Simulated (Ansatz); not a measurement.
Cl₂FH₃HfO₂

Input file:

```
crystal:
  periodic: [false, false, false]
  atoms:
    - { symbol: Hf, position_ang: [0.151968, -0.582456, -0.575285] }
    - { symbol: F, position_ang: [0.704979, 0.536535, 2.340904] }
    - { symbol: Cl, position_ang: [2.248534, 0.354658, -1.205031] }
    - { symbol: O, position_ang: [-1.209624, 0.737972, -0.294023] }
    - { symbol: H, position_ang: [-1.80478, 1.393298, 0.096474] }
    - { symbol: Cl, position_ang: [-0.557913, -1.87901, -2.427676] }
    - { symbol: O, position_ang: [0.319568, -1.905655, 0.954372] }
    - { symbol: H, position_ang: [0.352325, -2.87429, 1.023024] }
    - { symbol: H, position_ang: [0.713142, -0.385451, 2.495542] }
basis:
  gaussian: { orbitals: def2-SVP }
hamiltonian:
  xc: blyp
  dispersion: d4
relax:
  f_tol: 0.03
  max_steps: 50
output:
  orbitals: {}
```

Run with:

```sh
ansatz run input.yaml --threads 4 --pin off --max-ram 5120MiB --backend cpu --events-out ev --progress --plain --runs-dir out
```

The fields are those of the run's last geometry, not of the input's.

Core potentials replace the inner electrons of Hf.

Computed with Ansatz 0.2.0, RKS BLYP-D4/def2-SVP.

What will maps of the electron density and electron localisation function show?

Hf–O (1.92 Å): ρ is about 0.86 e/Å³ halfway; the ELF peaks at about 0.80 in the valence shell of O, 0.5 Å from its nucleus, and drops to about 0.15 between the two atoms.
Hf–Cl (2.39 Å): the density is about 0.53 e/Å³ at the midpoint; the ELF peaks at about 0.85 in the valence shell of Cl, 0.8 Å from its nucleus, and is about 0.35 at the midpoint.
O–H (0.97 Å): the density is about 3.6 e/Å³ at the midpoint; the ELF climbs to about 1 towards the hydrogen, as it does in any bond to H: an ordinary covalent bond to hydrogen.

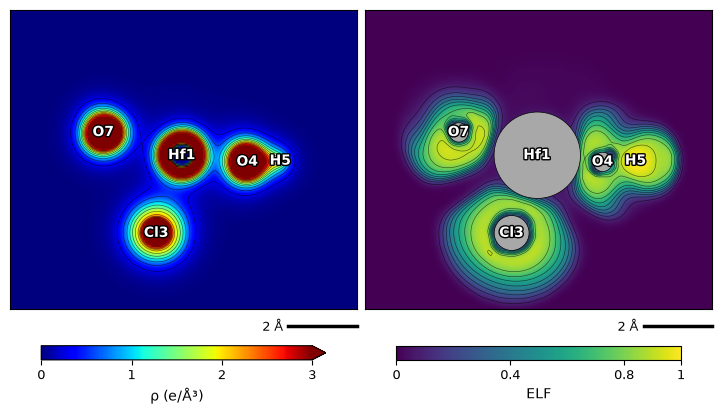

Computed electron density and electron localisation function on the plane of atoms Cl3, Hf1 and O4, in this order. Grey discs cover the atomic cores in the ELF map. 
